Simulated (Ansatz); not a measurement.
Consider WS2 in the 2H-MoS2 type structure (space group P6_3/mmc, No. 194; a = 3.1148 Å, c = 11.7731 Å; layered, stacked along the Cartesian z axis).

One thing is altered: cell and atoms relaxed at a pressure of 0.7 GPa.

Calculations: PBEsol-D3(BJ) (Ansatz, a program for electronic structure; PAW; 420 eV plane waves; without spin-orbit coupling).

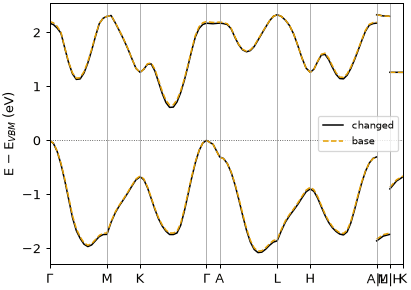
Highest valence and lowest conduction band along the path, each from its own valence-band maximum

Problem. Read the changed gap and its character from the plot.

Solution. About 0.6 eV, indirect, Γ → K–Γ (44 % along).

With W present, leaving out spin-orbit coupling can change the band edges. Load acts through the strain it causes; cell and atoms are relaxed under it. No phonon test of stability was made.
